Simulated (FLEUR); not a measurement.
## Magnetic state of TiClO from several starts

Wanted: the moments of TiClO and the energy of each order that was tried.

Method: PBEsol; all-electron FLAPW, Dirac cores, scalar-relativistic bands, in FLEUR MaX-R8.1.

The database entry behind the starting cell differs from later determinations by our own check (old inner coordinates), so it need not match the best structure at ambient conditions.

### Step 1. The starting structure

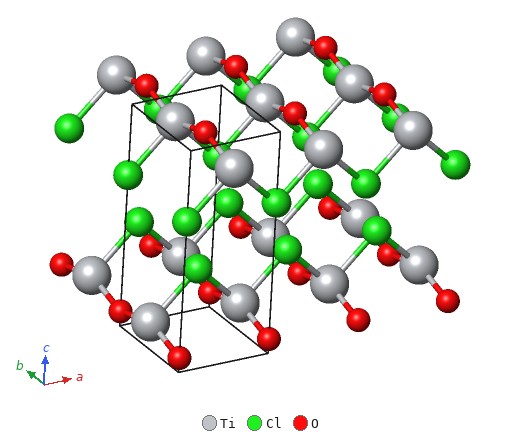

Start, viewed from a free direction; titanium light grey, chlorine green, oxygen red. 3×2×1 cells are drawn. Some periodic images of atoms are drawn too.

Coordinates:

```cif
data_structure
_symmetry_space_group_name_H-M 'Pmmn:1'
_symmetry_Int_Tables_number 59
_cell_length_a 3.3800
_cell_length_b 3.7900
_cell_length_c 8.0300
_cell_angle_alpha 90.000
_cell_angle_beta 90.000
_cell_angle_gamma 90.000
_cell_volume 102.87
loop_
_atom_site_label
_atom_site_type_symbol
_atom_site_symmetry_multiplicity
_atom_site_Wyckoff_symbol
_atom_site_fract_x
_atom_site_fract_y
_atom_site_fract_z
_atom_site_occupancy
Ti1 Ti 2 b 0.00000 0.50000 0.12200 1
Cl1 Cl 2 a 0.50000 0.50000 0.32000 1
O1 O 2 a 0.50000 0.50000 0.93500 1
```

### Step 2. Order 1, typed as ferro ++

The parallel start is the test of whether parallel moments hold.

inpgen writes inp.xml from crystal.txt; cutoffs, mixing, functional, smearing and local orbitals are then set in the file. The k list default-1 (kpts.xml, not shown) is a Γ-centred 6×6×6 mesh; where the ranks do not divide the number of points, some are split in two of half the weight.

Input file inp.xml:

```
<?xml version="1.0" encoding="UTF-8" standalone="no"?>
<fleurInput fleurInputVersion="0.39">
   <comment>
      TiClO
   </comment>
   <calculationSetup>
      <cutoffs Kmax="4.4" Gmax="13.2" GmaxXC="13.2" numbands="0"/>
      <scfLoop itmax="130" minDistance="0.00002" maxIterBroyd="15" imix="Anderson" alpha="0.05" precondParam="0.0" spinf="2.0" sdNocoIR="T"/>
      <coreElectrons ctail="T" frcor="F" kcrel="0" coretail_lmax="0"/>
      <xcFunctional name="PBEs" relativisticCorrections="F"/>
      <magnetism jspins="2"/>
      <soc l_soc="F" theta="0.0" phi="0.0" spav="F"/>
      <expertModes spex="0" secvar="F"/>
      <geometryOptimization l_f="F" forcealpha="1.0" forcemix="BFGS" epsdisp="0.00001" epsforce="0.00001"/>
      <ldaU l_linMix="F" mixParam="0.05" spinf="1.0"/>
   </calculationSetup>
   <cell>
      <bzIntegration valenceElectrons="50.0" mode="hist" fermiSmearingEnergy="0.00293995">
         <kPointListSelection listName="default-1"/>
         <xi:include xmlns:xi="http://www.w3.org/2001/XInclude" href="kpts.xml"> </xi:include>
      </bzIntegration>
      <xi:include xmlns:xi="http://www.w3.org/2001/XInclude" href="sym.xml"> </xi:include>
      <bulkLattice scale="1.0">
         <bravaisMatrix>
            <row-1>    6.3872743011479995     0.0000000000000000     0.0000000000000000</row-1>
            <row-2>    0.0000000000000000     7.1620620122339993     0.0000000000000000</row-2>
            <row-3>    0.0000000000000000     0.0000000000000000    15.1745007805379988</row-3>
         </bravaisMatrix>
      </bulkLattice>
   </cell>
   <atomSpecies>
      <species name="Titanium (1.002" element="Ti" atomicNumber="22">
         <mtSphere radius="2.29" gridPoints="757" logIncrement="0.016"/>
         <atomicCutoffs lmax="8" lnonsphr="6"/>
         <electronConfig flipSpins="F">
            <coreConfig>(1s1/2) (2s1/2) (2p1/2) (2p3/2)</coreConfig>
            <valenceConfig>(3s1/2) (3p1/2) (3p3/2) (4s1/2) (3d3/2) (3d5/2)</valenceConfig>
            <stateOccupation state="(3d3/2)" spinUp="0.4" spinDown="0.4"/>
            <stateOccupation state="(3d5/2)" spinUp="1.101" spinDown="0.099"/>
         </electronConfig>
         <energyParameters s="4" p="4" d="3" f="4"/>
         <lo type="SCLO" l="0" n="3" eDeriv="0"/>
         <lo type="SCLO" l="1" n="3" eDeriv="0"/>
      </species>
      <species name="Chlorine (Cl)" element="Cl" atomicNumber="17">
         <mtSphere radius="1.98" gridPoints="655" logIncrement="0.018"/>
         <atomicCutoffs lmax="8" lnonsphr="6"/>
         <electronConfig flipSpins="F">
            <coreConfig>(1s1/2) (2s1/2) (2p1/2) (2p3/2)</coreConfig>
            <valenceConfig>(3s1/2) (3p1/2) (3p3/2)</valenceConfig>
            <stateOccupation state="(3p1/2)" spinUp="0.833333" spinDown="0.833333"/>
            <stateOccupation state="(3p3/2)" spinUp="1.666667" spinDown="1.666667"/>
         </electronConfig>
         <energyParameters s="3" p="3" d="3" f="4"/>
      </species>
      <species name="Oxygen (O)" element="O" atomicNumber="8">
         <mtSphere radius="1.3" gridPoints="431" logIncrement="0.024"/>
         <atomicCutoffs lmax="6" lnonsphr="4"/>
         <electronConfig flipSpins="F">
            <coreConfig>(1s1/2)</coreConfig>
            <valenceConfig>(2s1/2) (2p1/2) (2p3/2)</valenceConfig>
            <stateOccupation state="(2p1/2)" spinUp="0.666667" spinDown="0.666667"/>
            <stateOccupation state="(2p3/2)" spinUp="1.333333" spinDown="1.333333"/>
         </electronConfig>
         <energyParameters s="2" p="2" d="3" f="4"/>
      </species>
   </atomSpecies>
   <atomGroups>
      <atomGroup species="Titanium (1.002">
         <relPos label="                   1">-1.000/4.000 1.000/4.000 .1220000000</relPos>
         <relPos label="                   2">1.000/4.000 -1.000/4.000 -.1220000000</relPos>
         <force calculate="T" relaxXYZ="TTT"/>
      </atomGroup>
      <atomGroup species="Chlorine (Cl)">
         <relPos label="                   3">1.000/4.000 1.000/4.000 8.000/25.000</relPos>
         <relPos label="                   4">-1.000/4.000 -1.000/4.000 -8.000/25.000</relPos>
         <force calculate="T" relaxXYZ="TTT"/>
      </atomGroup>
      <atomGroup species="Oxygen (O)">
         <relPos label="                   5">1.000/4.000 1.000/4.000 -.0650000000</relPos>
         <relPos label="                   6">-1.000/4.000 -1.000/4.000 .0650000000</relPos>
         <force calculate="T" relaxXYZ="TTT"/>
      </atomGroup>
   </atomGroups>
   <output dos="F" band="F" slice="F">
      <bandDOS minEnergy="-.5*Htr" maxEnergy="0.5*Htr" sigma="0.015" storeEVData="T"/>
      <plotting iplot="0" polar="F">
         <plot TwoD="T" vec1="  1.0  0.0  0.0" vec2="  0.0  1.0  0.0" vec3="  0.0  0.0  1.0" zero="  0.0  0.0  0.0" file="plot"/>
      </plotting>
      <moessbauerParams electricFieldGradient="F" isomerShift="F" coreHyperfine="F" valenceHyperfine="F"/>
   </output>
</fleurInput>
```

Input file crystal.txt:

```
TiClO
&input film=F cartesian=F /
3.38000000000  0.00000000000  0.00000000000
0.00000000000  3.79000000000  0.00000000000
0.00000000000  0.00000000000  8.03000000000
1.8897261246
1.0 1.0 1.0

6
22 0.00000000000  0.50000000000  0.12200000000 : 1.002
22 0.50000000000  0.00000000000  0.87800000000 : 1.002
17 0.50000000000  0.50000000000  0.32000000000
17 0.00000000000  0.00000000000  0.68000000000
8 0.50000000000  0.50000000000  0.93500000000
8 0.00000000000  0.00000000000  0.06500000000

&kpt div1=6 div2=6 div3=6 gamma=T /
```

Command:

```console
OMP_NUM_THREADS=1 inpgen -f crystal.txt > inpgen.log  # inp.xml is then edited as shown
OMP_NUM_THREADS=1 mpirun -n 4 fleur_MPI > fleur.log
```

Log:

```text
Welcome to FLEUR        (www.flapw.de)
      MaX-Release 8.1          (www.max-centre.eu)

 ========== k-point set info ==========
 Selected k-point list: default-1
 k-point list type: mesh
 6 x 6 x 6
 Number of k points: 64

 ------------Calculation Setup---------------------------
 Number of MPI-tasks      :            4
 Number of PE/node        :            4
 Number of OMP-threads    :            1
 k-points in parallel     :            4
 pe's per k-point         :            1
 No of k-point loops      :           16
 Eigenvalue solver        :       lapack
 Number of basis functions:         1050
 Approximate size of matrices (H+S) per k-point:         0.016 GB
 --------------------------------------------------------
 Iteration:     1   Distance:      17.31803806 me/bohr^3
 Iteration:     2   Distance:      14.67782497 me/bohr^3
 Iteration:     3   Distance:       7.11283140 me/bohr^3
 Iteration:     4   Distance:       8.53493146 me/bohr^3
 Iteration:     5   Distance:       1.92156688 me/bohr^3
 Iteration:     6   Distance:       1.27350966 me/bohr^3
 Iteration:     7   Distance:       1.18015913 me/bohr^3
 Iteration:     8   Distance:       0.60468580 me/bohr^3
 Iteration:     9   Distance:       0.64458690 me/bohr^3
 Iteration:    10   Distance:       0.40313040 me/bohr^3
 Iteration:    11   Distance:       0.40181896 me/bohr^3
 Iteration:    12   Distance:       0.18604471 me/bohr^3
 Iteration:    13   Distance:       0.14314304 me/bohr^3
 Iteration:    14   Distance:       0.03241862 me/bohr^3
 Iteration:    15   Distance:       0.08326391 me/bohr^3
 Iteration:    16   Distance:       0.07943987 me/bohr^3
 Iteration:    17   Distance:       0.05296079 me/bohr^3
 Iteration:    18   Distance:       0.01281849 me/bohr^3
 Iteration:    19   Distance:       0.01026984 me/bohr^3
 Iteration:    20   Distance:       0.00407345 me/bohr^3
 Iteration:    21   Distance:       0.00233903 me/bohr^3
 Iteration:    22   Distance:       0.00196544 me/bohr^3
 Iteration:    23   Distance:       0.00067498 me/bohr^3
 Iteration:    24   Distance:       0.00022108 me/bohr^3
 Iteration:    25   Distance:       0.00028793 me/bohr^3
 Iteration:    26   Distance:       0.00004234 me/bohr^3
 Iteration:    27   Distance:       0.00004380 me/bohr^3
 Iteration:    28   Distance:       0.00003612 me/bohr^3
 Iteration:    29   Distance:       0.00000721 me/bohr^3

 ********************************************************************
 Run finished successfully
 Stop message:
   all done
 ********************************************************************

--- out.xml (last complete iteration) ---
<iteration numberForCurrentRun="   29" overallNumber="   29">
         [... left out ...]
         <bandgap value="0.0008084661" units="eV"/>
         <sumValenceSingleParticleEnergies value="-22.4632342759" units="Htr"/>
         <FermiEnergy value="0.2322500569" units="Htr"/>
         <valenceDensity>
            <mtCharges spin="1">
               <mtCharge atomType="1" total="5.5128017" s="1.0844685" p="3.0801410" d="1.3000622" f="0.0362262"/>
               <mtCharge atomType="2" total="2.5222909" s="0.7811200" p="1.7187866" d="0.0201042" f="0.0018257"/>
               <mtCharge atomType="3" total="2.0475120" s="0.6402540" p="1.4046081" d="0.0023901" f="0.0002207"/>
            </mtCharges>
            <mtCharges spin="2">
               <mtCharge atomType="1" total="4.7132569" s="1.0779908" p="3.0744633" d="0.5138569" f="0.0348060"/>
               <mtCharge atomType="2" total="2.5140443" s="0.7814182" p="1.7230458" d="0.0084934" f="0.0008251"/>
               <mtCharge atomType="3" total="2.0532024" s="0.6409570" p="1.4109867" d="0.0010613" f="0.0001696"/>
            </mtCharges>
            <spinDependentCharge spin="1" total="25.9669770" interstitial="5.8017677" mtSpheres="20.1652093"/>
            <spinDependentCharge spin="2" total="24.0330230" interstitial="5.4720158" mtSpheres="18.5610073"/>
            <totalCharge value="50.0000000000"/>
         </valenceDensity>
         [... left out ...]
         <allElectronCharges>
            <spinDependentCharge spin="1" total="47.9669770" interstitial="5.8018510" mtSpheres="42.1651259"/>
            <spinDependentCharge spin="2" total="46.0330230" interstitial="5.4720991" mtSpheres="40.5609239"/>
            <totalCharge value="93.9999999848"/>
         </allElectronCharges>
         <magneticMomentsInMTSpheres units="muBohr">
            <globalMagMoment atomType="1" vec="0.00000   0.00000   0.79954"/>
            <localMagMoment atomType="1" vec="0.00000   0.00000   0.79954"/>
            <globalMagMoment atomType="2" vec="0.00000   0.00000   0.00825"/>
            <localMagMoment atomType="2" vec="0.00000   0.00000   0.00825"/>
            <globalMagMoment atomType="3" vec="0.00000   0.00000  -0.00569"/>
            <localMagMoment atomType="3" vec="0.00000   0.00000  -0.00569"/>
         </magneticMomentsInMTSpheres>
         <moessbauerParams unitsHFF="kG" unitsIS="e/bohr^3" unitsEFG="Htr/bohr^2">
         </moessbauerParams>
         <totalEnergy value="    -2777.7100818338" units="Htr">
            <sumOfEigenvalues value="    -1594.5150671694">
               <coreElectrons value="-1572.0518328935"/>
               <valenceElectrons value="-22.4632342759"/>
            </sumOfEigenvalues>
            <densityCoulombPotentialIntegral value="-4190.9776960635"/>
            <densityEffectivePotentialIntegral value="-4392.2355237705"/>
            <chargeDenXCDenIntegral value="-154.0412913573"/>
            <FockExchangeEnergyValence value="0.0000000000"/>
            <FockExchangeEnergyCore value="0.0000000000"/>
            <atomTypeDependentContributions atomType="1">
               <electronNucleiInteractionDifferentMTs value="2019.0714478366"/>
               <MadelungTerm value="-18.8332890101"/>
            </atomTypeDependentContributions>
            <atomTypeDependentContributions atomType="2">
               <electronNucleiInteractionDifferentMTs value="1087.9243838178"/>
               <MadelungTerm value="-18.8750472447"/>
            </atomTypeDependentContributions>
            <atomTypeDependentContributions atomType="3">
               <electronNucleiInteractionDifferentMTs value="169.9243714325"/>
               <MadelungTerm value="-11.2718597041"/>
            </atomTypeDependentContributions>
            <tkbTimesEntropy value="0.0032490840"/>
            <freeEnergy value="-2777.7133309178"/>
            <extrapolationTo0K value="-2777.7117063758"/>
         </totalEnergy>
         <densityConvergence units="me/bohr^3">
            <chargeDensity spin="1" distance="0.0000043077"/>
            <chargeDensity spin="2" distance="0.0000035821"/>
            <overallChargeDensity distance="0.0000032777"/>
            <spinDensity distance="0.0000072133"/>
         </densityConvergence>
      </iteration>
```

Wall time 4 min (4 MPI ranks of Intel Xeon 6975P-C (Granite Rapids), shared host); peak memory 0.52 GiB; 16 min of CPU time.

Spin moment in the muffin-tin sphere by atom:

```tsv
atom	spin moment in the muffin-tin sphere (μB)
Ti1	0.799
Ti2	0.799
Cl3	0.008
Cl4	0.008
O5	-0.006
O6	-0.006
```

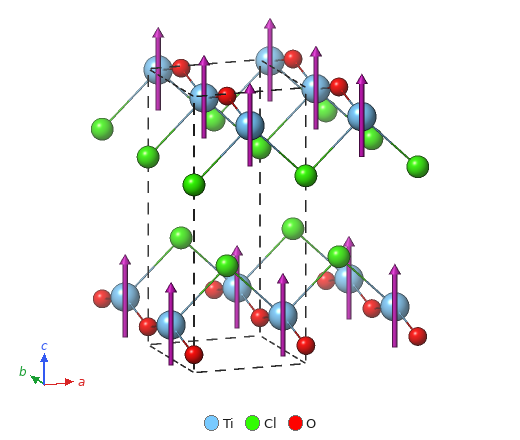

Spin moment in the muffin-tin sphere as arrows, the longest 0.799 μB. Up and down stand for the sign. Arrows give size and sign along the axis of quantisation, drawn up and down the page. 2×2×1 cells are drawn. Some periodic images of atoms are drawn too.

Read from the output:

```
free energy                                                       : -75585.4303 eV
program's band gap on this mesh (in a metal only a level spacing) : 8.08e-4 eV
magnetization                                                     : 1.934 μB
final state                                                       : ferromagnetic
```

After 29 cycles the largest moment stands at 0.800 μB.

[end of part 1 of 2]

[Logs and program files are shortened in this print: banners, set-up blocks, solver, clock and traceback lines can be left out without a mark of their own.]

[Logs are printed without paths, hosts, clocks, repeated set-up lines and the standing remarks that a program may print on its own settings, such as how far it seeks lower states.]

[Hosts, paths, dates, database ids (printed as entryN), source tags and the programs' standing remarks are cut or masked in the printed files.]

[Where a cell is said to come from a database of computed structures, the database is the Materials Project.]
